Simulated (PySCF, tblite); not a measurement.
# GeH₃F: bond homolysis, part 2 of 2

tblite 0.8.0 and PySCF 2.14.0. Atoms count from 0. The steps go on from the part before.

## (8) Harmonic vibrations with GFN2-xTB

Job settings and geometry (Å):

```
{"job": {"kind": "ir", "xc": "GFN2-xTB", "basis": "xTB"}, "charge": 0, "multiplicity": 2}
F      1.540057    -0.436164     0.136807
Ge    -0.120265     0.172495    -0.095600
H     -0.543253     0.063482     1.440027
H     -0.672152    -1.146471    -0.807375
```

What it wrote:

```text
mode    cm-1     km/mol
  1     448.2    140.05
  2     534.0     16.80
  3     552.1     51.53
  4     730.5    155.81
  5    1254.2    228.35
  6    1482.1    720.98
ZPE 29.913  H(298)-E 41.860  G(298)-E -38.262 kJ/mol  S 268.73 J/(mol K)
```

It took 0.07 s on 1 thread of Arm Neoverse V1, shared host.

The strongest bands and the atoms that carry them (share of the mass-weighted mode):

| cm⁻¹ | km/mol | atoms |
| --- | --- | --- |
| 448 | 140.1 | F0 79 %, Ge1 21 % |
| 534 | 16.8 | H2 48 %, H3 46 % |
| 552 | 51.5 | H3 48 %, H2 46 % |
| 730 | 155.8 | H2 49 %, H3 49 % |
| 1254 | 228.3 | H3 50 %, H2 49 % |
| 1482 | 721.0 | H2 50 %, H3 48 % |

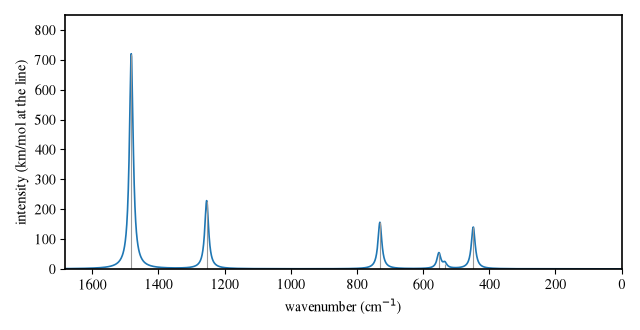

The infrared spectrum from these modes, unscaled. Lines are broadened to a width of 14 cm⁻¹ (Lorentzian).

## (9) Optimising the geometry at PBE0-D3(BJ)/def2-SVP

This step treats GeH2F radical, labelled `[F][GeH2]` (the label fixes atoms and charge, not where charge and spin sit).

Job settings and geometry (Å):

```
{"job": {"xc": "PBE0", "basis": "def2-SVP", "d3": "d3bj", "grid": 1, "kind": "geom"}, "charge": 0, "multiplicity": 2}
F      1.540057    -0.436164     0.136807
Ge    -0.120265     0.172495    -0.095600
H     -0.543253     0.063482     1.440027
H     -0.672152    -1.146471    -0.807375
```

What it wrote:

```text
step   0  E = -2177.31739506  max force = 0.036617
step   1  E = -2177.32529487  max force = 0.006049
step   2  E = -2177.32551871  max force = 0.000776
step   3  E = -2177.32552425  max force = 0.000101
optimisation converged
```

It took 5 s on 1 thread of Arm Neoverse V1, shared host.

Step by step:

| step | energy from step 0 (eV) | largest force component (eV/Å) |
| --- | --- | --- |
| 0 | 0.0000 | 1.8829 |
| 1 | -0.2150 | 0.3111 |
| 2 | -0.2211 | 0.0399 |
| 3 | -0.2212 | 0.0052 |

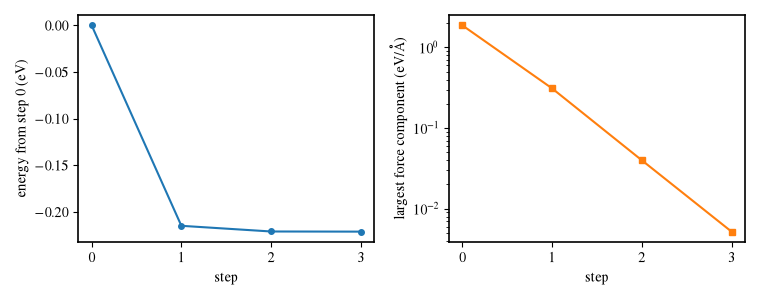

Energy and force, step by step.

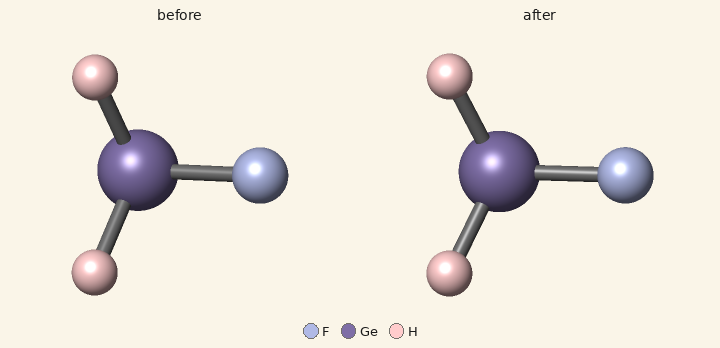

Before and after, at one scale.

Close pairs (by a distance rule), those that changed most:

| bond | before (Å) | after (Å) | change (Å) |
| --- | --- | --- | --- |
| Ge1–H3 | 1.597 | 1.552 | -0.045 |
| Ge1–H2 | 1.597 | 1.552 | -0.045 |
| F0–Ge1 | 1.784 | 1.748 | -0.036 |

The end geometry stands in the next job.

| at the end point | value |
| --- | --- |
| point group (found at 0.08 Å tolerance) | Cs |
| rotational constants (GHz, main isotopes) | 113.8, 10.425, 9.957 |
| dipole moment (D) | 2.01 |
| ⟨S²⟩ | 0.751 |

## (10) Harmonic vibrations (GeH₂F radical): PBE0-D3(BJ)/def2-SVP

Job settings and geometry (Å):

```
{"job": {"xc": "PBE0", "basis": "def2-SVP", "d3": "d3bj", "grid": 2, "kind": "hessian"}, "charge": 0, "multiplicity": 2}
F      1.617350    -0.382764     0.105664
Ge    -0.074608     0.035167    -0.024845
H     -0.605526     0.111786     1.431484
H     -0.732821    -1.110861    -0.838466
```

What it wrote:

```text
coarse grid: 17664 points
cycle   1  E = -2177.2463790175  dE = -6.262e-01  |g| = 4.806e-01  |ddm| = 1.359e+00
cycle   2  E = -2176.9903091802  dE =  2.561e-01  |g| = 9.829e-01  |ddm| = 1.057e+00
cycle   3  E = -2177.3236849143  dE = -3.334e-01  |g| = 7.814e-02  |ddm| = 7.523e-01
cycle   4  E = -2177.3252943528  dE = -1.609e-03  |g| = 3.016e-02  |ddm| = 7.235e-02
cycle   5  E = -2177.3255173923  dE = -2.230e-04  |g| = 2.253e-03  |ddm| = 2.117e-02
cycle   6  E = -2177.3255236085  dE = -6.216e-06  |g| = 7.267e-04  |ddm| = 5.270e-03
final grid: 35392 points
cycle   7  E = -2177.3254711225  dE = -3.964e-07  |g| = 7.316e-04  |ddm| = 1.792e-03
cycle   8  E = -2177.3254708965  dE =  2.260e-07  |g| = 1.178e-03  |ddm| = 1.411e-03
cycle   9  E = -2177.3254713721  dE = -4.756e-07  |g| = 6.453e-05  |ddm| = 8.164e-04
cycle  10  E = -2177.3254713775  dE = -5.386e-09  |g| = 3.635e-05  |ddm| = 1.504e-04
cycle  11  E = -2177.3254713789  dE = -1.372e-09  |g| = 1.873e-05  |ddm| = 8.434e-05
cycle  12  E = -2177.3254713790  dE = -1.473e-10  |g| = 2.042e-06  |ddm| = 2.656e-05
cycle  13  E = -2177.3254713790  dE = -2.274e-12  |g| = 6.336e-07  |ddm| = 6.823e-06
converged SCF energy = -2177.3254713790

mode    cm-1
  1     634.8
  2     705.5
  3     718.9
  4     833.3
  5    2054.6
  6    2108.4
ZPE 42.201  H(298)-E 53.240  G(298)-E -25.307 kJ/mol  S 263.45 J/(mol K)
```

Run time: 20 s. Hardware: 1 thread of Arm Neoverse V1, shared host; peak memory 0.75 GiB.

Zero-point energy 42.20 kJ/mol (xTB gave 29.91).

## (11) Single point (GeH₂F radical): M06-2X/def2-TZVP

Geometry: PBE0-D3(BJ)/def2-SVP.

Job settings and geometry (Å):

```
{"job": {"kind": "sp", "xc": "M06-2X", "basis": "def2-TZVP", "grid": 3}, "charge": 0, "multiplicity": 2}
F      1.617350    -0.382764     0.105664
Ge    -0.074608     0.035167    -0.024845
H     -0.605526     0.111786     1.431484
H     -0.732821    -1.110861    -0.838466
```

What it wrote:

```text
coarse grid: 17664 points
cycle   1  E = -2177.9758727465  dE = -7.025e-01  |g| = 4.622e-01  |ddm| = 1.192e+00
cycle   2  E = -2177.9340004505  dE =  4.187e-02  |g| = 6.430e-01  |ddm| = 5.618e-01
cycle   3  E = -2178.0436280823  dE = -1.096e-01  |g| = 5.134e-02  |ddm| = 2.684e-01
cycle   4  E = -2178.0442698959  dE = -6.418e-04  |g| = 2.231e-02  |ddm| = 3.797e-02
cycle   5  E = -2178.0444276004  dE = -1.577e-04  |g| = 3.267e-03  |ddm| = 2.322e-02
cycle   6  E = -2178.0444392334  dE = -1.163e-05  |g| = 8.161e-04  |ddm| = 8.444e-03
cycle   7  E = -2178.0444404695  dE = -1.236e-06  |g| = 2.541e-04  |ddm| = 2.440e-03
final grid: 54520 points
cycle   8  E = -2178.0446710246  dE = -3.011e-06  |g| = 1.488e-03  |ddm| = 3.584e-03
cycle   9  E = -2178.0446709013  dE =  1.233e-07  |g| = 1.767e-03  |ddm| = 1.330e-03
cycle  10  E = -2178.0446717145  dE = -8.132e-07  |g| = 1.558e-04  |ddm| = 6.954e-04
cycle  11  E = -2178.0446717330  dE = -1.849e-08  |g| = 9.942e-05  |ddm| = 2.094e-04
cycle  12  E = -2178.0446717408  dE = -7.762e-09  |g| = 1.897e-05  |ddm| = 1.635e-04
converged SCF energy = -2178.0446717408
```

Run time: 4.9 s. Hardware: 1 thread of Arm Neoverse V1, shared host.

## (12) Bond homolysis: M06-2X/def2-TZVP

This step combines the energies above: geometries from PBE0-D3(BJ)/def2-SVP, zero-point and thermal terms from PBE0-D3(BJ)/def2-SVP.

Job settings and geometry (Å):

```
{"job": {"kind": "bd", "cap": 8, "geom": {"xc": "PBE0", "basis": "def2-SVP", "d3": "d3bj", "grid": 1}, "hess": 1, "level": {"xc": "M06-2X", "basis": "def2-TZVP", "grid": 3}}, "charge": 0, "multiplicity": 1}
F      1.615983    -0.375834     0.116612
Ge    -0.077400     0.021478    -0.011967
H     -0.157253     1.366508    -0.748767
H     -0.618771     0.113409     1.422150
H     -0.735893    -1.115257    -0.807227
```

Output (the driver's rows laid out field by field):

```text
homolysis bond by bond, M06-2X/def2-TZVP // PBE0-D3(BJ)/def2-SVP

row 1
  atoms                   1 2
  elements                Ge H
  length                  1.5357
  fragments               formula FGeH2, charge 0, multiplicity 2, smiles [F][GeH2], kept yes, pieces 1, point_group Cs, largest_spin Ge 0.849; formula H, charge 0, multiplicity 2, smiles [H], kept yes, pieces 1
  electronic              361.57
  zero_kelvin             336.77
  enthalpy                342.64
  free_energy             305.0

row 2
  atoms                   0 1
  elements                F Ge
  length                  1.7441
  fragments               formula F, charge 0, multiplicity 2, smiles [F], kept yes, pieces 1; formula GeH3, charge 0, multiplicity 2, smiles [GeH3], kept yes, pieces 1, point_group C3v, largest_spin Ge 0.986
  electronic              539.18
  zero_kelvin             525.0
  enthalpy                530.37
  free_energy             489.08
```

Run time: 75 s. Hardware: 1 thread of Arm Neoverse V1, shared host.

Some single points behind these values are not shown above.

Dissociation energies (kJ/mol, gas phase, 298 K for the thermal columns):

| bond | fragments | electronic | enthalpy | free energy |
| --- | --- | --- | --- | --- |
| Ge1–H2 | [F][GeH2] + [H] | 361.6 | 342.6 | 305.0 |
| F0–Ge1 | [F] + [GeH3] | 539.2 | 530.4 | 489.1 |

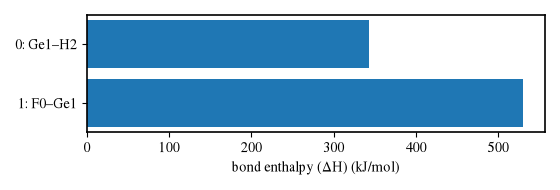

Dissociation energies, as enthalpies.

## (13) Results

The summary covers parts 1 to 2.

| quantity | value |
| --- | --- |
| strongest single infrared mode (GFN2-xTB) | 2071 cm⁻¹, 469 km/mol |
| zero-point energy (GFN2-xTB) | 14.3 kcal/mol |
| point group | C3v |
| rotational constants (main isotopes) | 77.20, 9.89, 9.89 GHz |
| bond enthalpy (ΔH), Ge1–H2 (M06-2X/def2-TZVP) | 342.6 kJ/mol |
| bond enthalpy (ΔH), F0–Ge1 (M06-2X/def2-TZVP) | 530.4 kJ/mol |

No mode is imaginary among the 9: a minimum at this level. GFN2-xTB is a fitted tight-binding method: band positions and strengths are rough. Its intensities can rank the bands wrongly. Relaxing lowered the energy by 0.084 eV in 4 steps; the close pair that moved most is Ge1–H4, from 1.493 to 1.536 Å (PBE0/def2-SVP). Steps that list no spin-orbit terms leave them out, which matters at and beside the heavy atoms. At M06-2X/def2-TZVP the bond enthalpy (ΔH) runs from 342.6 kJ/mol (Ge1–H2) to 530.4 kJ/mol (F0–Ge1).
